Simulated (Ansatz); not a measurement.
# One shape, several levels: singlet CH4BO+

We compute a comparison of 6 runs (HF/STO-3G, B3LYP/6-31G*, PBE/def2-TZVP, revPBE/def2-TZVP, MP2/def2-TZVP) of singlet CH4BO+. 

The results are computed with Ansatz 0.2.0.

34 further runs of the same task are left out: 34 set aside as unsound or not needed.

### 1 The structure to begin with

CH4BO+ has 7 atoms, charge +1, and is taken as a singlet. SMILES of the parent species: `[BH]OC`. The shape is that of a PBE0-D4/def2-TZVP optimisation. This is one conformer, not always the lowest. That shape belongs to the parent species and isn't relaxed for this state.

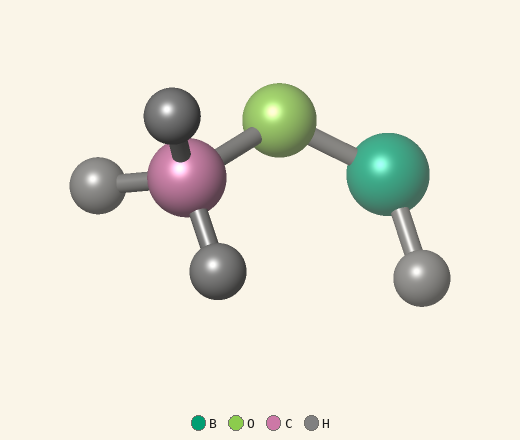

The structure, seen from a chosen angle (boron teal, oxygen green, carbon pink, hydrogen grey).

### 2 A single-point energy at HF/STO-3G (run 1)

Contents of in.yaml:

```yaml
crystal:
  periodic: [false, false, false]
  atoms:
    - {symbol: B, position_ang: [-1.319600, -1.025700, -0.172900]}
    - {symbol: O, position_ang: [-0.272400, -0.707100, 0.564500]}
    - {symbol: C, position_ang: [0.642200, 0.338600, 0.243900]}
    - {symbol: H, position_ang: [-1.628500, -0.474200, -1.201600]}
    - {symbol: H, position_ang: [0.357800, 0.834000, -0.687600]}
    - {symbol: H, position_ang: [0.643000, 1.059300, 1.062300]}
    - {symbol: H, position_ang: [1.638900, -0.092800, 0.145600]}
basis:
  gaussian:
    orbitals: STO-3G
total_charge: 1
hamiltonian:
  xc: hf
accuracy: high
output:
  orbitals: {seedname: orbitals}
```

Run with:

```
$ ansatz run in.yaml --threads 1 --pin off --max-ram 3480MiB --events-out events.jsonl --progress --plain --runs-dir runs
```

Output:

```text
Warning: RAYON_NUM_THREADS=1 ignored (pool sized by the plan → 1); use --threads N
Functional definition: HF
  name "HF"
  exchange = exact_x
  correlation = 0
348 factors; integrals over basis functions are off by at most 3.3e-8 eV
mean field evaluation 1: about -3742.6256 eV, gradient 3.2e1 eV
mean field evaluation 2: about -3742.7345 eV, gradient 3.2e1 eV
mean field evaluation 4: about -3746.6098 eV, gradient 2.1e0 eV
mean field evaluation 8: about -3746.6347 eV, gradient 1.1e-3 eV
mean field -3746.63465573 eV, -137.6862840381 hartree, gradient 1.3e-8 eV, S^2 0.000000; 0 other end points of the search recorded, 0 dependent functions left out
reference -3746.63465573 eV, -137.6862840381 hartree; 11, 11 occupied and 8, 8 virtual orbitals, 348 factors
Total energy: -3746.63465573 eV, -137.6862840381 hartree
```

It took 0.12 s on 1 thread of Arm Neoverse V1, shared host.

### 3 A single-point energy at B3LYP/6-31G(d) (spherical functions) (run 2)

Contents of job.yaml:

```yaml
crystal:
  periodic: [false, false, false]
  atoms:
    - {symbol: B, position_ang: [-1.319600, -1.025700, -0.172900]}
    - {symbol: O, position_ang: [-0.272400, -0.707100, 0.564500]}
    - {symbol: C, position_ang: [0.642200, 0.338600, 0.243900]}
    - {symbol: H, position_ang: [-1.628500, -0.474200, -1.201600]}
    - {symbol: H, position_ang: [0.357800, 0.834000, -0.687600]}
    - {symbol: H, position_ang: [0.643000, 1.059300, 1.062300]}
    - {symbol: H, position_ang: [1.638900, -0.092800, 0.145600]}
basis:
  gaussian:
    orbitals: 6-31G_st_-spherical.json
total_charge: 1
hamiltonian:
  xc: {name: B3LYP}
accuracy: high
output: {orbitals: {seedname: orbitals}}
```

The basis set 6-31G* is read from a file made from the Basis Set Exchange's data (not shown).

Run with:

```
$ ansatz run job.yaml --threads 1 --pin off --max-ram 3480MiB --events-out events.jsonl --progress --plain --runs-dir runs
```

Output:

```text
Warning: RAYON_NUM_THREADS=1 ignored (pool sized by the plan → 1); use --threads N
Functional definition: B3LYP
  name "B3LYP"
  parameter a0 = 0.2
  parameter ax = 0.72
  parameter ac = 0.81
  exchange = (1 - a0 - ax)*slater_x + ax*b88_x + a0*exact_x
  correlation = (1 - ac)*vwn_rpa_c + ac*lyp_c
1178 factors; integrals over basis functions are off by at most 3.0e-9 eV
mean field evaluation 1: about -3802.9904 eV, gradient 8.0e1 eV
mean field evaluation 2: about -3706.3380 eV, gradient 1.9e2 eV
mean field evaluation 4: about -3815.8583 eV, gradient 1.2e1 eV
mean field evaluation 8: about -3816.1621 eV, gradient 3.8e-1 eV
mean field evaluation 16: about -3816.1625 eV, gradient 4.2e-5 eV
mean field -3816.16250655 eV, -140.2413854278 hartree, gradient 6.6e-8 eV, S^2 0.000000; 0 other end points of the search recorded, 0 dependent functions left out
reference -3816.16253578 eV, -140.2413865019 hartree; 11, 11 occupied and 39, 39 virtual orbitals, 1178 factors
Total energy: -3816.16253578 eV, -140.2413865019 hartree
```

Wall time 2.7 s (1 thread of Arm Neoverse V1, shared host); peak memory 0.13 GiB.

Runs 3 to 5 aren't shown in full; the table further down has their settings and results.

### 4 A single-point energy at MP2/def2-TZVP (run 6)

Contents of input.yaml:

```yaml
crystal:
  periodic: [false, false, false]
  atoms:
    - {symbol: B, position_ang: [-1.319600, -1.025700, -0.172900]}
    - {symbol: O, position_ang: [-0.272400, -0.707100, 0.564500]}
    - {symbol: C, position_ang: [0.642200, 0.338600, 0.243900]}
    - {symbol: H, position_ang: [-1.628500, -0.474200, -1.201600]}
    - {symbol: H, position_ang: [0.357800, 0.834000, -0.687600]}
    - {symbol: H, position_ang: [0.643000, 1.059300, 1.062300]}
    - {symbol: H, position_ang: [1.638900, -0.092800, 0.145600]}
basis:
  gaussian: {orbitals: def2-TZVP}
total_charge: 1
correlation: {method: mp2, frozen_orbitals: {B: 1, C: 1, H: 0, O: 1}}
accuracy: high
```

Run with:

```
$ ansatz run input.yaml --threads 1 --pin off --max-ram 3480MiB --events-out events.jsonl --progress --plain --runs-dir runs
```

Output:

```text
Warning: RAYON_NUM_THREADS=1 ignored (pool sized by the plan → 1); use --threads N
Functional definition: HF
  name "HF"
  exchange = exact_x
  correlation = 0
2137 factors; integrals over basis functions are off by at most 3.8e-9 eV
mean field evaluation 1: about -3788.4184 eV, gradient 5.9e1 eV
mean field evaluation 2: about -3788.4201 eV, gradient 5.9e1 eV
mean field evaluation 4: about -3795.3495 eV, gradient 4.5e0 eV
mean field evaluation 8: about -3795.4171 eV, gradient 1.2e-3 eV
mean field -3795.41709796 eV, -139.4790057239 hartree, gradient 2.3e-8 eV, S^2 0.000000; 0 other end points of the search recorded, 0 dependent functions left out
3 core orbitals not correlated: weight in the atoms' cores, before any rotation towards them, 1.000 or more for the frozen orbitals, at most 0.000 for the correlated occupied ones
reference -3795.41709796 eV, -139.4790057239 hartree; 8, 8 occupied and 106, 106 virtual orbitals, 2137 factors
second order -12.88674436 eV of doubles, -0.00000000 eV of singles
Total energy: -3808.30384232 eV, -139.9525848444 hartree
```

Wall time 4.8 s (1 thread of Arm Neoverse V1, shared host); peak memory 0.29 GiB.

### 5 Overview of the runs

| run | level | Cartesian functions | frozen core orbitals | energy (Eh) | HOMO energy (eV) | LUMO energy (eV) | HOMO–LUMO gap (eV) | wall time |
| --- | --- | --- | --- | --- | --- | --- | --- | --- |
| 1 | HF/STO-3G | no | – | -137.686284 | -18.88 | -4.74 | 14.15 | 0.12 s |
| 2 | B3LYP/6-31G* (spherical functions) | no | – | -140.241387 | -15.94 | -10.75 | 5.19 | 2.7 s |
| 3 | B3LYP/6-31G* (Cartesian functions) | yes | – | -140.243513 | -15.94 | -10.75 | 5.19 | 2.7 s |
| 4 | PBE/def2-TZVP | no | – | -140.109262 | -14.78 | -11.53 | 3.24 | 6.9 s |
| 5 | revPBE/def2-TZVP | no | – | -140.248742 | -14.74 | -11.44 | 3.29 | 7.2 s |
| 6 | MP2/def2-TZVP | no | 3 | -139.952585 | – | – | – | 4.8 s |

### 6 What came out

```
                                          quantity          value
                               run 6: total energy  -139.95258 Eh
run 6: correlation energy (3 core orbitals frozen)     -473.6 mEh
```

Over runs 1, 2, 3, 4, 5 the HOMO–LUMO gap runs from 3.24 eV (PBE/def2-TZVP) to 14.15 eV (HF/STO-3G). The two ends differ in method and basis. Totals of different functionals can't be ranked against each other. In run 1 the basis is minimal, so the values are rough. All runs together took 24 s, the longest 7.2 s.
